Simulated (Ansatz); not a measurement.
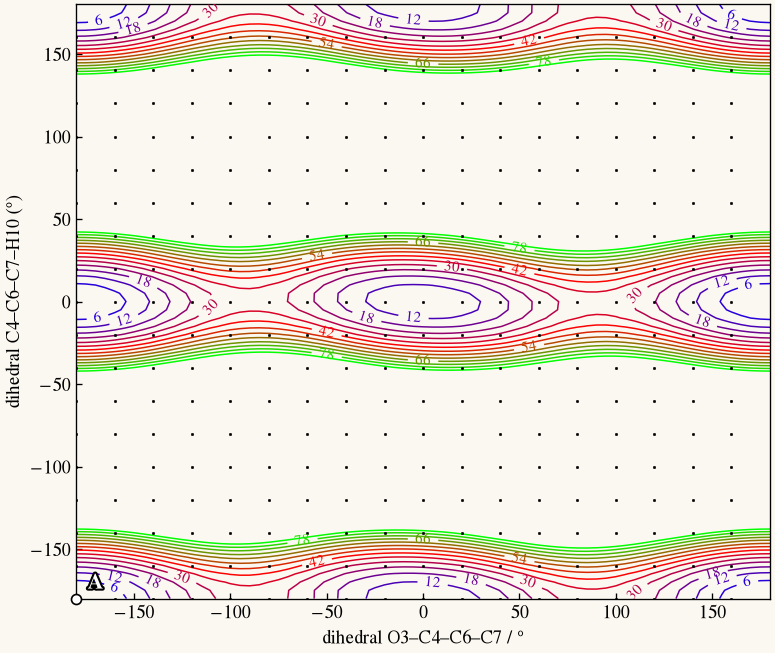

C₅H₄O₂, SMILES C#COC(=O)C=C. The first coordinate is: dihedral O3–C4–C6–C7; the second: dihedral C4–C6–C7–H10. Nothing is relaxed (all other coordinates rigid). The scan uses an 18 × 18 grid. Energies: kJ/mol, counted from the lowest grid point. The dihedral twists a double bond; near 90° a spin-restricted reference is unreliable. The calculation used Ansatz, RKS PBE-D4/def2-SVP.

In the figure: contour lines labelled in kJ/mol (none above 84), dots at the grid points, the point A. Between grid points the surface is interpolated.

**What is the easiest way out of the well at A, and how high is the barrier?**

The easiest path leads from the well at dihedral O3–C4–C6–C7 = −180°, dihedral C4–C6–C7–H10 = −180° to the well at dihedral O3–C4–C6–C7 = 0°, dihedral C4–C6–C7–H10 = −180°, about 7.4 kJ/mol higher. Its highest point lies about 34 kJ/mol above the bottom of the first well on the interpolated surface, at about dihedral O3–C4–C6–C7 = −90°, dihedral C4–C6–C7–H10 = −180°. Seen from the upper well the barrier is about 26 kJ/mol. The start is the relaxed structure and all else is held, so a fully relaxed path at this level can only be lower.

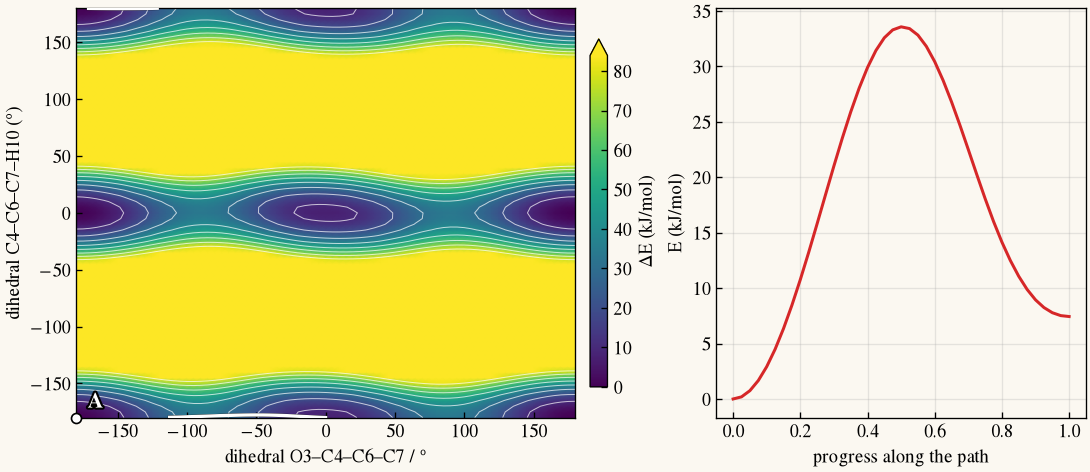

In the figure: a smooth colour map with a few white contour lines, a line along the lowest path, one colour for all values above the top of the scale, the energy along the path at the right. Between grid points the surface is interpolated.
